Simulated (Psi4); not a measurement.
**C₈H₂₀O₄W: single-point calculation (part 2 of 2)**

Continued. System: C₈H₂₀O₄W, multiplicity 3, SMILES CC[O][W]([O]CC)([O]CC)[O]CC. Method: HF/def2-TZVP, UHF, core potentials def2 (Psi4 1.11). The geometry comes from this level: GFN2-xTB.

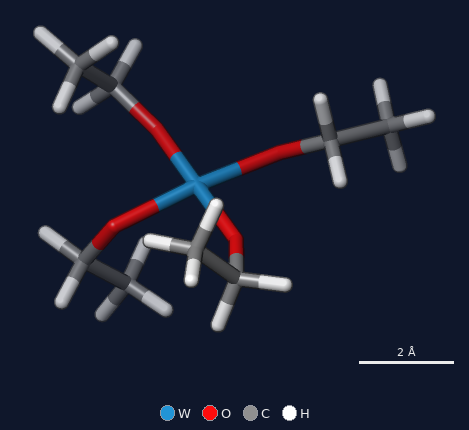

Fig. 1: The input geometry (stick view, seen at a tilt). Sticks mark near contacts.

**What the program printed, continued**
```
     389A      3.629201   390A      3.642715   391A      3.647549
     392A      3.670011   393A      3.679026   394A      3.698972
     395A      3.712718   396A      3.720874   397A      3.727280
     398A      3.734882   399A      3.737165   400A      3.742064
     401A      3.761514   402A      3.770179   403A      3.777423
     404A      3.786370   405A      3.833944   406A      3.848676
     407A      3.853442   408A      3.884112   409A      3.891548
     410A      3.910631   411A      3.918686   412A      3.925918
     413A      3.939810   414A      3.952460   415A      3.969634
     416A      3.979525   417A      4.008504   418A      4.065587
     419A      4.091738   420A      4.094520   421A      4.112425
     422A      4.138213   423A      4.143352   424A      4.154099
     425A      4.164616   426A      4.184544   427A      4.217323
     428A      4.225476   429A      4.227253   430A      4.249977
     431A      4.284095   432A      4.298202   433A      4.313034
     434A      4.317058   435A      4.349034   436A      4.358388
     437A      4.365311   438A      4.375304   439A      4.552016
     440A      4.584628   441A      4.589033   442A      4.599890
     443A      4.623983   444A      4.643011   445A      4.647554
     446A      4.657692   447A      4.716780   448A      4.762046
     449A      4.765466   450A      4.778792   451A      4.785532
     452A      4.797128   453A      4.810438   454A      4.821118
     455A      4.831017   456A      4.901478   457A      4.911933
     458A      4.923124   459A      4.954777   460A      5.039129
     461A      5.045796   462A      5.064256   463A      5.071858
     464A      5.101005   465A      5.116981   466A      5.141641
     467A      5.149750   468A      5.573685   469A      5.583476
     470A      5.599763   471A      5.608693   472A      5.673667
     473A      5.686517   474A      5.692506   475A      5.707104
     476A      5.803072   477A      5.810466   478A      5.835216
     479A      5.860616   480A      5.881041   481A      5.896229
     482A      5.912603   483A      5.986136   484A      6.285767
     485A      6.318881   486A      6.324039   487A      6.357418
     488A      6.391785   489A      6.403174   490A      6.410737
     491A      6.438437   492A      6.514592   493A      6.518426
     494A      6.673298   495A      6.737738   496A      6.913191
     497A      6.926237   498A      6.948152   499A      6.967651
     500A      7.045634   501A      7.062266   502A      7.124742
     503A      7.209876   504A      7.329249   505A      7.352503
     506A      7.372311   507A      7.443465   508A      7.474326
     509A      7.521582   510A      7.544977   511A      7.641047
     512A      7.655241   513A      7.723172   514A      7.802020
     515A      8.001830   516A     23.418507   517A     23.440626
     518A     23.443337   519A     23.451620   520A     23.584863
     521A     23.600336   522A     23.614398   523A     23.639689
     524A     40.319334   525A     44.928546   526A     45.447353
     527A     45.682038   528A     45.748940   529A     45.901094
     530A     47.241086   531A     71.036043   532A    583.796088

    Beta Occupied:

       1A    -20.574854     2A    -20.569118     3A    -20.496574
       4A    -20.493672     5A    -11.292486     6A    -11.287779
       7A    -11.259993     8A    -11.249554     9A    -11.220528
      10A    -11.220419    11A    -11.213738    12A    -11.190467
      13A     -3.467634    14A     -1.996742    15A     -1.917390
      16A     -1.883605    17A     -1.389761    18A     -1.341484
      19A     -1.294402    20A     -1.275784    21A     -1.022100
      22A     -1.004659    23A     -0.993244    24A     -0.974622
      25A     -0.874138    26A     -0.838390    27A     -0.818187
      28A     -0.799929    29A     -0.702368    30A     -0.682379
      31A     -0.665420    32A     -0.662881    33A     -0.631450
      34A     -0.625313    35A     -0.622116    36A     -0.614469
      37A     -0.606905    38A     -0.601306    39A     -0.568983
      40A     -0.557948    41A     -0.546059    42A     -0.540344
      43A     -0.539491    44A     -0.533447    45A     -0.527032
      46A     -0.519169    47A     -0.509241    48A     -0.503510
      49A     -0.482047    50A     -0.477475    51A     -0.458915
      52A     -0.457226    53A     -0.427942    54A     -0.397033
      55A     -0.394906    56A     -0.389447

    Beta Virtual:

      57A      0.061608    58A      0.126939    59A      0.134191
      60A      0.137864    61A      0.142535    62A      0.148643
      63A      0.154712    64A      0.156700    65A      0.180179
      66A      0.182343    67A      0.186036    68A      0.193056
      69A      0.198458    70A      0.202936    71A      0.209202
      72A      0.213821    73A      0.230364    74A      0.231407
      75A      0.235199    76A      0.241451    77A      0.245618
      78A      0.252620    79A      0.256873    80A      0.258662
      81A      0.269287    82A      0.274010    83A      0.277961
      84A      0.290797    85A      0.290999    86A      0.301102
      87A      0.304938    88A      0.308457    89A      0.312961
      90A      0.323227    91A      0.328477    92A      0.332376
      93A      0.340075    94A      0.355077    95A      0.357074
      96A      0.363451    97A      0.367192    98A      0.371439
      99A      0.383469   100A      0.400141   101A      0.408058
     102A      0.413641   103A      0.429886   104A      0.436333
     105A      0.452493   106A      0.464729   107A      0.482817
     108A      0.491164   109A      0.501756   110A      0.509151
     111A      0.528309   112A      0.530108   113A      0.537391
     114A      0.552490   115A      0.557769   116A      0.559826
     117A      0.571190   118A      0.576919   119A      0.577226
     120A      0.586160   121A      0.591115   122A      0.596599
     123A      0.598961   124A      0.602209   125A      0.610809
     126A      0.615538   127A      0.620032   128A      0.624315
     129A      0.628085   130A      0.630846   131A      0.640100
     132A      0.650232   133A      0.657032   134A      0.666564
     135A      0.671760   136A      0.677192   137A      0.683232
     138A      0.698109   139A      0.711687   140A      0.716587
     141A      0.720978   142A      0.728777   143A      0.731418
     144A      0.741216   145A      0.743543   146A      0.757703
     147A      0.768443   148A      0.781174   149A      0.784671
     150A      0.795170   151A      0.806775   152A      0.820067
     153A      0.823560   154A      0.834930   155A      0.847280
     156A      0.857067   157A      0.865315   158A      0.870968
     159A      0.891837   160A      0.917945   161A      0.932422
     162A      0.937640   163A      0.939417   164A      0.957379
     165A      0.980111   166A      0.987949   167A      0.995232
     168A      1.004599   169A      1.008097   170A      1.024943
     171A      1.038820   172A      1.051222   173A      1.067770
     174A      1.072290   175A      1.077350   176A      1.086680
     177A      1.087844   178A      1.102157   179A      1.107986
     180A      1.126049   181A      1.130107   182A      1.147726
     183A      1.152068   184A      1.160694   185A      1.179340
     186A      1.191068   187A      1.204325   188A      1.206563
     189A      1.222446   190A      1.250338   191A      1.255261
     192A      1.275414   193A      1.287616   194A      1.289214
     195A      1.302188   196A      1.304901   197A      1.322999
     198A      1.325868   199A      1.326600   200A      1.346016
     201A      1.351344   202A      1.354997   203A      1.367938
     204A      1.372246   205A      1.402717   206A      1.412378
     207A      1.417319   208A      1.425600   209A      1.438871
     210A      1.468323   211A      1.474342   212A      1.481010
     213A      1.506182   214A      1.516948   215A      1.527291
     216A      1.541144   217A      1.566729   218A      1.588599
     219A      1.606507   220A      1.638941   221A      1.735166
     222A      1.749908   223A      1.753452   224A      1.760092
     225A      1.765012   226A      1.774112   227A      1.782183
     228A      1.795305   229A      1.805049   230A      1.809858
     231A      1.812478   232A      1.815389   233A      1.828145
     234A      1.831199   235A      1.832571   236A      1.839772
     237A      1.844312   238A      1.855386   239A      1.863402
     240A      1.865741   241A      1.870316   242A      1.881112
     243A      1.885395   244A      1.891834   245A      1.897817
     246A      1.903684   247A      1.915875   248A      1.922821
     249A      1.931140   250A      1.944382   251A      1.958122
     252A      1.972236   253A      1.983266   254A      2.001152
     255A      2.023364   256A      2.034358   257A      2.048838
     258A      2.053324   259A      2.068261   260A      2.080362
     261A      2.089063   262A      2.100384   263A      2.110099
     264A      2.120881   265A      2.129975   266A      2.145584
     267A      2.152751   268A      2.157354   269A      2.176878
     270A      2.181367   271A      2.183585   272A      2.197904
     273A      2.221741   274A      2.226157   275A      2.243821
     276A      2.267543   277A      2.273383   278A      2.290183
     279A      2.291171   280A      2.305431   281A      2.315603
     282A      2.327270   283A      2.351520   284A      2.374029
     285A      2.397898   286A      2.413047   287A      2.433091
     288A      2.440041   289A      2.445954   290A      2.486724
     291A      2.497873   292A      2.524767   293A      2.569084
     294A      2.573010   295A      2.597645   296A      2.607693
     297A      2.620683   298A      2.626850   299A      2.632594
     300A      2.636481   301A      2.647104   302A      2.654453
     303A      2.662378   304A      2.667284   305A      2.684823
     306A      2.690568   307A      2.707750   308A      2.713412
     309A      2.726448   310A      2.731502   311A      2.739490
     312A      2.748798   313A      2.756717   314A      2.763904
     315A      2.777056   316A      2.783933   317A      2.794036
     318A      2.795779   319A      2.803606   320A      2.808587
     321A      2.821288   322A      2.827007   323A      2.838557
     324A      2.845902   325A      2.867230   326A      2.868052
     327A      2.881652   328A      2.885203   329A      2.900696
     330A      2.905170   331A      2.914426   332A      2.923858
     333A      2.930951   334A      2.936302   335A      2.940080
     336A      2.947068   337A      2.956146   338A      2.962817
     339A      2.975310   340A      2.979268   341A      2.986505
     342A      2.996227   343A      3.025901   344A      3.032163
     345A      3.047166   346A      3.058479   347A      3.080864
     348A      3.097810   349A      3.105988   350A      3.123540
     351A      3.131960   352A      3.190505   353A      3.208915
     354A      3.241962   355A      3.259405   356A      3.298798
     357A      3.316453   358A      3.324099   359A      3.338313
     360A      3.351583   361A      3.354622   362A      3.374565
     363A      3.387094   364A      3.391153   365A      3.404357
     366A      3.409193   367A      3.419870   368A      3.428427
     369A      3.436278   370A      3.440082   371A      3.447756
     372A      3.462081   373A      3.466056   374A      3.480714
     375A      3.486176   376A      3.502927   377A      3.525109
     378A      3.531912   379A      3.542692   380A      3.547377
     381A      3.552211   382A      3.566580   383A      3.571962
     384A      3.577836   385A      3.582693   386A      3.607059
     387A      3.616203   388A      3.624564   389A      3.629503
     390A      3.642625   391A      3.647613   392A      3.670662
     393A      3.679051   394A      3.698901   395A      3.712442
     396A      3.720991   397A      3.727143   398A      3.734767
     399A      3.737345   400A      3.743120   401A      3.761527
     402A      3.770178   403A      3.777190   404A      3.787614
     405A      3.834044   406A      3.848830   407A      3.854070
     408A      3.884440   409A      3.892567   410A      3.911493
     411A      3.918839   412A      3.926932   413A      3.939770
     414A      3.952218   415A      3.972613   416A      3.979640
     417A      4.009604   418A      4.066711   419A      4.091839
     420A      4.094482   421A      4.112801   422A      4.138358
     423A      4.143192   424A      4.154093   425A      4.165252
     426A      4.184801   427A      4.217435   428A      4.225687
     429A      4.227467   430A      4.250139   431A      4.284225
     432A      4.298335   433A      4.313549   434A      4.317449
     435A      4.348870   436A      4.358865   437A      4.365647
     438A      4.375544   439A      4.552277   440A      4.584666
     441A      4.589248   442A      4.599933   443A      4.624175
     444A      4.643192   445A      4.647821   446A      4.657993
     447A      4.717685   448A      4.761996   449A      4.765589
     450A      4.778941   451A      4.785807   452A      4.797440
     453A      4.810810   454A      4.821219   455A      4.831445
     456A      4.901756   457A      4.911773   458A      4.922959
     459A      4.954877   460A      5.038419   461A      5.045473
     462A      5.064688   463A      5.072037   464A      5.100992
     465A      5.116975   466A      5.142003   467A      5.149927
     468A      5.570042   469A      5.579949   470A      5.596205
     471A      5.605248   472A      5.674442   473A      5.687797
     474A      5.692863   475A      5.707695   476A      5.801070
     477A      5.808396   478A      5.833101   479A      5.858760
     480A      5.880657   481A      5.897033   482A      5.912772
     483A      5.986799   484A      6.283601   485A      6.319671
     486A      6.325075   487A      6.356466   488A      6.390241
     489A      6.403128   490A      6.410282   491A      6.438313
     492A      6.515359   493A      6.519690   494A      6.671907
     495A      6.736926   496A      6.906205   497A      6.918742
     498A      6.941247   499A      6.961247   500A      7.048885
     501A      7.061766   502A      7.127309   503A      7.210808
     504A      7.328831   505A      7.349963   506A      7.372300
     507A      7.439226   508A      7.472167   509A      7.519255
     510A      7.544361   511A      7.640943   512A      7.655666
     513A      7.724101   514A      7.798932   515A      7.998764
     516A     23.418784   517A     23.440657   518A     23.443357
     519A     23.451640   520A     23.585198   521A     23.600641
     522A     23.614614   523A     23.640000   524A     40.336110
     525A     44.936299   526A     45.446767   527A     45.682713
     528A     45.749596   529A     45.898843   530A     47.246586
     531A     71.040535   532A    583.796474

    Final Occupation by Irrep:
              A
    DOCC [    56 ]
    SOCC [     2 ]
    NA   [    58 ]
    NB   [    56 ]

  @DF-UHF Final Energy:  -680.74486346667413

   => Energetics <=

    Nuclear Repulsion Energy =           1015.1438409388309765
    One-Electron Energy =               -2972.1777582158138102
    Two-Electron Energy =                1276.2890538103085873
    Total Energy =                       -680.7448634666741327

  UHF NO Occupations:
  HONO-2 :   56  A 1.9959130
  HONO-1 :   57  A 1.0000000
  HONO-0 :   58  A 1.0000000
  LUNO+0 :   59  A 0.0040870
  LUNO+1 :   60  A 0.0014997
  LUNO+2 :   61  A 0.0010056
  LUNO+3 :   62  A 0.0008627

Computation Completed

Properties will be evaluated at   0.000000,   0.000000,   0.000000 [a0]

Properties computed using the SCF density matrix

 Multipole Moments:

 ------------------------------------------------------------------------------------
     Multipole            Electronic (a.u.)      Nuclear  (a.u.)        Total (a.u.)
 ------------------------------------------------------------------------------------

 L = 1.  Multiply by 2.5417464519 to convert [e a0] to [Debye]
 Dipole X            :         -0.3060256            0.7890853            0.4830597
 Dipole Y            :         -8.1780805            8.4112755            0.2331950
 Dipole Z            :         -8.9778239            9.2447246            0.2669006
 Magnitude           :                                                    0.5991348

 ------------------------------------------------------------------------------------

	total time  =        302 seconds =       5.03 minutes
```

**Standard output**
```
hf energy: -680.7448634667 Eh
CURRENT ENERGY                                   -680.7448634667
CURRENT REFERENCE ENERGY                         -680.7448634667
DD SOLVATION ENERGY                                 0.0000000000
HF KINETIC ENERGY                                 636.6012279150
HF POTENTIAL ENERGY                             -1317.3460913817
HF TOTAL ENERGY                                  -680.7448634667
HF VIRIAL RATIO                                     2.0693426805
NUCLEAR REPULSION ENERGY                         1015.1438409388
ONE-ELECTRON ENERGY                             -2972.1777582158
PCM POLARIZATION ENERGY                             0.0000000000
PE ENERGY                                           0.0000000000
SCF ITERATION ENERGY                             -680.7448634667
SCF ITERATIONS                                     14.0000000000
SCF TOTAL ENERGY                                 -680.7448634667
TWO-ELECTRON ENERGY                              1276.2890538103
```

**Summary**

```json
{"quantity": "outcome", "value": "converged"}
{"quantity": "total energy", "value": "−680.744863 hartree"}
{"quantity": "basis functions", "value": "532"}
{"quantity": "⟨S²⟩", "value": "2.019"}
{"quantity": "dipole moment", "value": "1.52 D"}
{"quantity": "hardware", "value": "1 thread of Intel Xeon (Sapphire Rapids), 64 GiB of memory available, shared host"}
{"quantity": "wall time", "value": "5.1 min"}
{"quantity": "peak memory", "value": "2.5 GiB"}
```

Settings chosen away from the usual ones: scf_initial_accelerator set to none; s_orthogonalization set to partialcholesky. The record of the run, not the program, notes: near-linear dependence in the basis.
